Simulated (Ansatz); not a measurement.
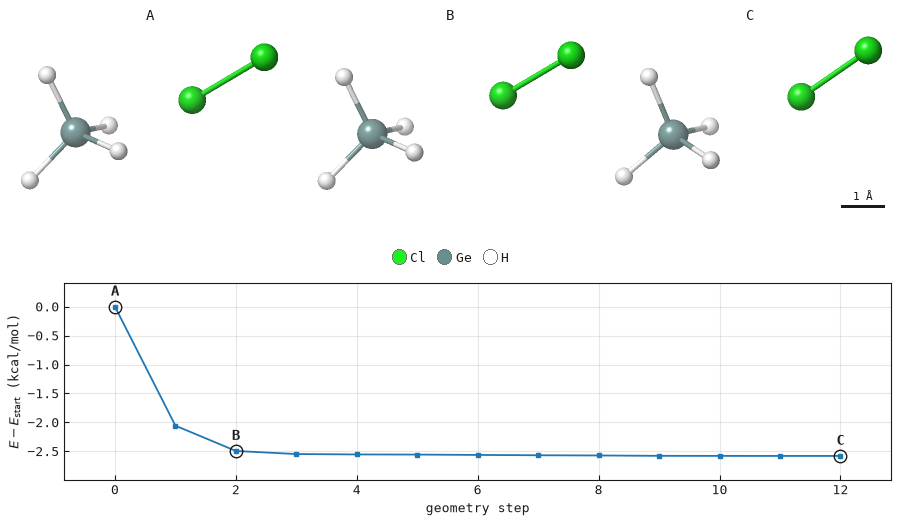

Frames of a relaxation of GeH4Cl2, marked on the history of the run. A ball-and-stick model, seen at a tilt.

Theory: Ansatz, RKS PBE0-D4/def2-TZVP. Settings: force threshold 0.005 eV/Å; at most 200 steps.

### Describe the path.

After 12 geometry steps the energy has fallen by 2.58 kcal/mol. The largest force component goes from 1.4 to 0.002 eV/Å. The forces were under the threshold at step 5, but the run went on from there. The atom that moves furthest after the best rigid fit is an H atom (0.28 Å). Largest moves by element: H 0.28 Å, Cl 0.26 Å, Ge 0.08 Å. Among the contacts that change: Cl–Ge 3.333 → 3.650 Å, Cl–Cl 2.094 → 1.987 Å, Ge–H 1.566 → 1.540 Å, Ge–H 1.549 → 1.534 Å. From step 0 to 2: a Cl atom moves most (0.31 Å), energy −2.49 kcal/mol. From step 2 to 12: an H atom moves most (0.20 Å), energy −0.09 kcal/mol.

| step | E − E(0), kcal/mol | largest force component, eV/Å |
| --- | --- | --- |
| 0 | 0.00 | 1.4388 |
| 1 | -2.06 | 0.5708 |
| 2 | -2.49 | 0.3047 |
| 3 | -2.55 | 0.0621 |
| 4 | -2.55 | 0.0053 |
| 5 | -2.56 | 0.0040 |
| 6 | -2.56 | 0.0454 |
| 7 | -2.57 | 0.0139 |
| 8 | -2.57 | 0.0039 |
| 9 | -2.58 | 0.0404 |
| 10 | -2.58 | 0.0218 |
| 11 | -2.58 | 0.0058 |
| 12 | -2.58 | 0.0020 |
